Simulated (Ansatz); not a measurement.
Response to strain in hypothetical zinc blende RhSb

The reference is RhSb in the zinc blende structure (space group F-43m, No. 216; a = 5.855 Å; a hypothetical phase, not in the database extracts checked; relaxed with 0.1 eV smearing).

Strains are applied to the cell and any free atomic positions relax.

All numbers come from r2SCAN in Ansatz (plane waves to 500 eV, PAW, no spin-orbit coupling).

Notes on the quantities. energy relative to the base: free energy F.

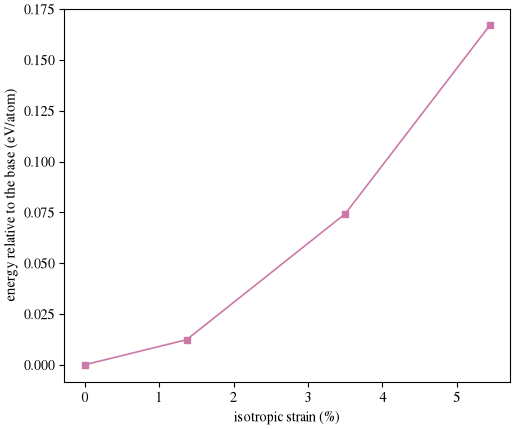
Energy relative to the base against isotropic strain

```tsv
isotropic strain (%)	energy relative to the base
1.37	+12 meV/atom
3.5	+74 meV/atom
5.44	+167 meV/atom
```

Stability against distortions was not tested. The final runs are not spin-polarised.

Ansatz is a program for electronic structure.
